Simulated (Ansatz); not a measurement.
# Convergence study of the plane-wave cutoff for SrAg₅ (P6mm, 6 atoms in the cell)

```
SrAg5
1.0
    5.72758     0.00000     0.00000
   -2.86379     4.96023     0.00000
    0.00000     0.00000     4.61871
Sr Ag
1 5
Direct
  0.00000   0.00000   0.01083
  0.66667   0.33333   0.00000
  0.33333   0.66667   0.00000
  0.50000   0.00000   0.50000
  0.50000   0.50000   0.50000
  0.00000   0.50000   0.50000
```

Method of the run: PBEsol, default PAW files made with PBE (plane waves; Ansatz, an electronic-structure program).

Base settings: basis.ecutwfc = 420 eV; kpoints.mp_grid.grid = 5 5 5; hamiltonian.xc = pbesol; hamiltonian.pseudopotentials = {kind: paw} (the program's default PAW files); scf.occupations.method = gaussian; scf.occupations.width = 0.1 eV.

The second cell is the first with its lattice scaled by 0.98.

The mesh stays at the base's, so the ladder's end is converged at best in this setting alone.

The first pressure column holds Ansatz's estimate of the finite-basis (Pulay) stress, which hides part of the cutoff error; the other is without it.

Only quantities that move along the ladder and can be compared are tabulated.

The count of work is k-points × plane waves × bands × iterations; it is no time. 

The starting cell comes from a database of computed structures (which also holds hypothetical and non-ambient phases and stackings), without a prior relaxation at this level. Its lattice was rescaled by up to half a per cent. One atom was moved a little off its site on purpose. In the base run, with a pressure of about -3 GPa the cell is away from its equilibrium volume at this level.

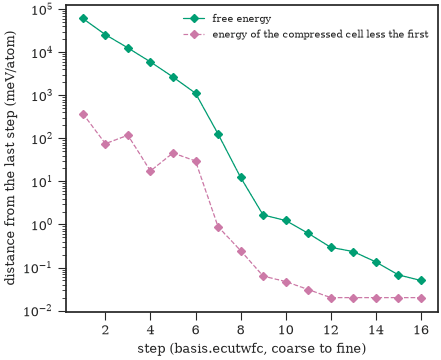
Fig. 1. Distance from the last step along the ladder; very small values are drawn at a floor.

```csv
basis.ecutwfc,free energy less the last step's (meV/atom),energy of the compressed cell less the first (meV/atom),pressure (GPa),pressure without the Pulay estimate (GPa),largest difference of a force vector from the last step's (eV/Å),count of work / last
145 eV,61132.32,-385.88,-20.49,-1483.87,0.153,0.083
170 eV,25774.63,-83.95,-19.77,-769.20,0.053,0.097
190 eV,12673.09,-126.98,-8.36,-436.82,0.050,0.10
210 eV,5989.53,9.05,-1.44,-238.40,0.006,0.12
230 eV,2674.05,37.43,1.62,-124.43,0.019,0.12
250 eV,1119.87,21.38,-1.29,-62.33,0.009,0.14
295 eV,126.88,-7.59,-3.05,-12.82,0.002,0.16
335 eV,12.43,-8.73,-3.14,-4.40,0.000,0.22
380 eV,1.66,-8.42,-3.10,-3.14,0.000,0.23
420 eV,1.24,-8.43,-3.10,-3.13,0.000,0.28
460 eV,0.62,-8.45,-3.10,-3.13,0.000,0.30
505 eV,0.29,-8.46,-3.10,-3.11,0.000,0.36
565 eV,0.24,-8.46,-3.10,-3.11,0.000,0.42
630 eV,0.13,-8.47,-3.10,-3.11,0.000,0.50
735 eV,0.07,-8.48,-3.10,-3.11,0.000,0.62
840 eV,0.03,-8.48,-3.11,-3.11,0.000,0.77
1010 eV,0.00,-8.48,-3.11,-3.11,0.000,1.0
```

Coarsest basis.ecutwfc that holds the pressure within 0.2 GPa of the last step, with all finer ones: 295 eV, at 0.16 of the last step's count of work; the step before is off by 1.8 GPa.

Coarsest basis.ecutwfc that holds the forces within 0.02 eV/Å of the last step, with all finer ones: 210 eV, at 0.12 of the last step's count of work; the step before is off by 0.050 eV/Å.

Coarsest basis.ecutwfc that holds the free energy within 1 meV/atom of the last step, with all finer ones: 460 eV, at 0.30 of the last step's count of work; the step before is off by 1.2 meV/atom.

The energy difference between the two cells stays within 1 meV/atom of the last step's from 295 eV on, the total only from 460 eV on: much of the error is common to both cells and cancels.

At the lowest cutoff the pressure without the Pulay estimate lies 1480 GPa under the last step's, the usual sign of Pulay stress in an incomplete plane-wave basis.

Keys are those of Ansatz 0.2.
